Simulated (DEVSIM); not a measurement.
Structure: Si p+/n-/n+ power diode, at 300 K.

```
layer (left to right)  material  thickness (μm)  Nd (cm⁻³)  Na (cm⁻³)  τn (s)  τp (s)
---------------------  --------  --------------  ---------  ---------  ------  ------
1                            Si            3.80          -     4.6e18  1.7e-5  1.7e-5
2                            Si            3.20     1.7e15          -  1.7e-5  1.7e-5
3                            Si            6.10       3e18          -  1.7e-5  1.7e-5
```

Left contact: ohmic. Right contact: ohmic. Voltage is applied to the left contact. Recombination: SRH at mid-gap, radiative, Auger. Mobility is μmin + (μ − μmin)/(1 + (N/Nref)^α).

This is a model device: material constants are rounded textbook-type values typed into the input, and sizes, dopings and lifetimes were drawn at random. Values at 300 K.

```
parameter           Si
-------------  -------
gap (eV)         1.124
affinity (eV)     4.05
permittivity      11.7
Nc (cm⁻³)      2.86e19
Nv (cm⁻³)       3.1e19
μn (cm²/Vs)       1417
μp (cm²/Vs)        470
μn,min              52
μp,min              45
Nref,n          9.7e16
Nref,p          2.2e17
αn                0.68
αp                0.72
B (cm³/s)      4.7e-15
Cn (cm⁶/s)     2.8e-31
Cp (cm⁶/s)     9.9e-32
```

DEVSIM, 1D drift-diffusion, Boltzmann statistics, complete ionisation; no tunnelling, impact ionisation, image-force lowering or self-heating.

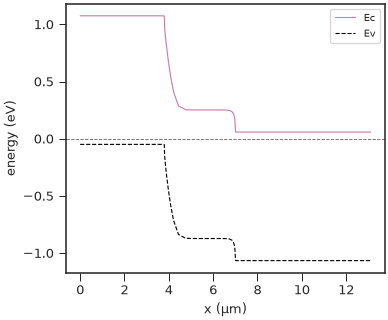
Figure. Band edges at zero bias

Energies count from the Fermi level of the right contact; mesh points crowd at the junctions.

```json
[
 {"x (μm)": "0.000", "Ec (eV)": "1.075", "Ev (eV)": "-0.049", "n (cm⁻³)": "< 1e2", "p (cm⁻³)": "4.6e18", "field (V/cm)": "≈ 0"},
 {"x (μm)": "0.05393", "Ec (eV)": "1.075", "Ev (eV)": "-0.049", "n (cm⁻³)": "< 1e2", "p (cm⁻³)": "4.6e18", "field (V/cm)": "≈ 0"},
 {"x (μm)": "0.2274", "Ec (eV)": "1.075", "Ev (eV)": "-0.049", "n (cm⁻³)": "< 1e2", "p (cm⁻³)": "4.6e18", "field (V/cm)": "≈ 0"},
 {"x (μm)": "0.7857", "Ec (eV)": "1.075", "Ev (eV)": "-0.049", "n (cm⁻³)": "< 1e2", "p (cm⁻³)": "4.6e18", "field (V/cm)": "≈ 0"},
 {"x (μm)": "2.854", "Ec (eV)": "1.075", "Ev (eV)": "-0.049", "n (cm⁻³)": "< 1e2", "p (cm⁻³)": "4.6e18", "field (V/cm)": "≈ 0"},
 {"x (μm)": "3.523", "Ec (eV)": "1.075", "Ev (eV)": "-0.049", "n (cm⁻³)": "< 1e2", "p (cm⁻³)": "4.6e18", "field (V/cm)": "≈ 0"},
 {"x (μm)": "3.731", "Ec (eV)": "1.075", "Ev (eV)": "-0.049", "n (cm⁻³)": "< 1e2", "p (cm⁻³)": "4.6e18", "field (V/cm)": "≈ 0"},
 {"x (μm)": "3.805", "Ec (eV)": "1.005", "Ev (eV)": "-0.119", "n (cm⁻³)": "370", "p (cm⁻³)": "3.1e17", "field (V/cm)": "-54000"},
 {"x (μm)": "3.871", "Ec (eV)": "0.851", "Ev (eV)": "-0.273", "n (cm⁻³)": "140000", "p (cm⁻³)": "8.1e14", "field (V/cm)": "-18000"},
 {"x (μm)": "4.082", "Ec (eV)": "0.543", "Ev (eV)": "-0.581", "n (cm⁻³)": "2.2e10", "p (cm⁻³)": "5.3e9", "field (V/cm)": "-12000"},
 {"x (μm)": "4.760", "Ec (eV)": "0.253", "Ev (eV)": "-0.871", "n (cm⁻³)": "1.6e15", "p (cm⁻³)": "73000", "field (V/cm)": "-170"},
 {"x (μm)": "6.453", "Ec (eV)": "0.251", "Ev (eV)": "-0.873", "n (cm⁻³)": "1.7e15", "p (cm⁻³)": "68000", "field (V/cm)": "-26"},
 {"x (μm)": "6.846", "Ec (eV)": "0.237", "Ev (eV)": "-0.887", "n (cm⁻³)": "3.0e15", "p (cm⁻³)": "39000", "field (V/cm)": "-1600"},
 {"x (μm)": "6.969", "Ec (eV)": "0.179", "Ev (eV)": "-0.945", "n (cm⁻³)": "2.8e16", "p (cm⁻³)": "4200", "field (V/cm)": "-13000"},
 {"x (μm)": "7.024", "Ec (eV)": "0.058", "Ev (eV)": "-1.066", "n (cm⁻³)": "3.0e18", "p (cm⁻³)": "< 1e2", "field (V/cm)": "≈ 0"},
 {"x (μm)": "7.132", "Ec (eV)": "0.058", "Ev (eV)": "-1.066", "n (cm⁻³)": "3.0e18", "p (cm⁻³)": "< 1e2", "field (V/cm)": "≈ 0"},
 {"x (μm)": "7.480", "Ec (eV)": "0.058", "Ev (eV)": "-1.066", "n (cm⁻³)": "3.0e18", "p (cm⁻³)": "< 1e2", "field (V/cm)": "≈ 0"},
 {"x (μm)": "8.608", "Ec (eV)": "0.058", "Ev (eV)": "-1.066", "n (cm⁻³)": "3.0e18", "p (cm⁻³)": "< 1e2", "field (V/cm)": "≈ 0"},
 {"x (μm)": "11.91", "Ec (eV)": "0.058", "Ev (eV)": "-1.066", "n (cm⁻³)": "3.0e18", "p (cm⁻³)": "< 1e2", "field (V/cm)": "≈ 0"},
 {"x (μm)": "12.75", "Ec (eV)": "0.058", "Ev (eV)": "-1.066", "n (cm⁻³)": "3.0e18", "p (cm⁻³)": "< 1e2", "field (V/cm)": "≈ 0"},
 {"x (μm)": "13.01", "Ec (eV)": "0.058", "Ev (eV)": "-1.066", "n (cm⁻³)": "3.0e18", "p (cm⁻³)": "< 1e2", "field (V/cm)": "≈ 0"},
 {"x (μm)": "13.10", "Ec (eV)": "0.058", "Ev (eV)": "-1.066", "n (cm⁻³)": "3.0e18", "p (cm⁻³)": "< 1e2", "field (V/cm)": "≈ 0"}
]
```
